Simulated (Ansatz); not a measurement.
# A computed series for hypothetical CsCl type TaAs: pressure series

The reference is TaAs in the CsCl type structure (space group Pm-3m, No. 221; a = 3.178 Å; a hypothetical phase, not in the database extracts checked).

Cell and atoms are relaxed at each pressure.

Calculations: Ansatz (a first-principles code) PBEsol, no spin-orbit coupling.

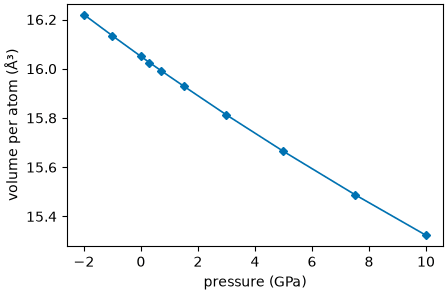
Figure: Volume per atom against pressure

From the plot, what is the volume per atom for pressure 10 GPa?

About 15.32 Å³.

Is the trend monotonic over the range shown?

Yes, it falls throughout, spanning 15.32 Å³ to 16.22 Å³.

Load acts through the strain it causes; cell and atoms are relaxed under it. Stability against distortions was not tested. No other phases were tried under pressure. The final runs are not spin-polarised.
